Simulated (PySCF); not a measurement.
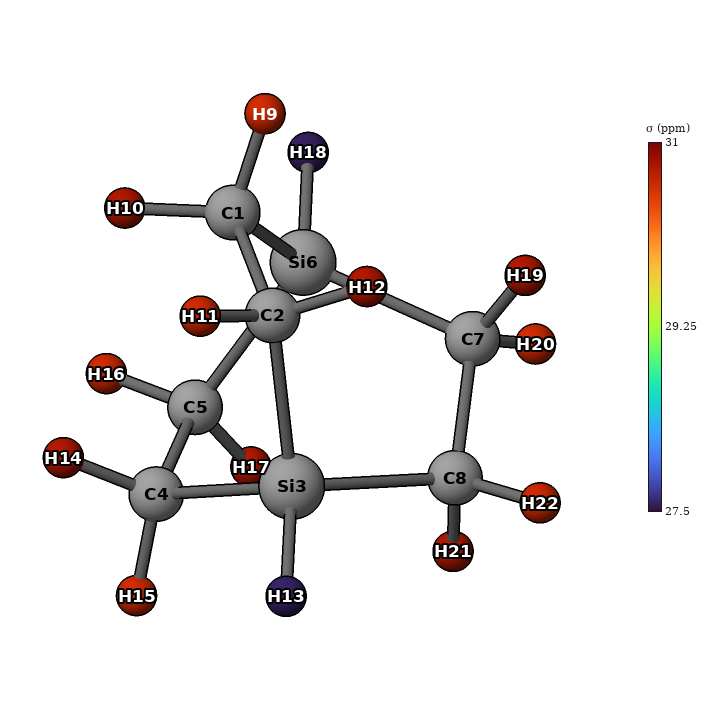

Atoms are coloured by their isotropic NMR shieldings (H only, the others grey). The geometry was computed by an optimisation with GFN2-xTB. No frequency run is at hand to confirm it as a minimum. Properties computed with GIAO PBE0/pcSseg-1 NMR shielding, non-relativistic, gas phase (PySCF 2.14.0).

> Which H atom is the most shielded (lowest chemical shift)?

H10, H12, H14, H17, H19, H21 (30.76 to 30.77 ppm).

> Which H atom is the least shielded (highest chemical shift)?

H13, H18 (27.58 ppm).

> How wide is the range of H shifts?

3.19 ppm.

Give the isotropic NMR shieldings of the H atoms atom by atom.

```json
{"atom": "H9", "σ (ppm)": "30.60"}
{"atom": "H10", "σ (ppm)": "30.76"}
{"atom": "H11", "σ (ppm)": "30.60"}
{"atom": "H12", "σ (ppm)": "30.77"}
{"atom": "H13", "σ (ppm)": "27.58"}
{"atom": "H14", "σ (ppm)": "30.76"}
{"atom": "H15", "σ (ppm)": "30.60"}
{"atom": "H16", "σ (ppm)": "30.61"}
{"atom": "H17", "σ (ppm)": "30.76"}
{"atom": "H18", "σ (ppm)": "27.58"}
{"atom": "H19", "σ (ppm)": "30.76"}
{"atom": "H20", "σ (ppm)": "30.60"}
{"atom": "H21", "σ (ppm)": "30.76"}
{"atom": "H22", "σ (ppm)": "30.60"}
```

The geometry is semi-empirical. Around Si such bond lengths and angles can be off by a tenth of an ångström or more and by several degrees, and values that hang on the shape move with them.
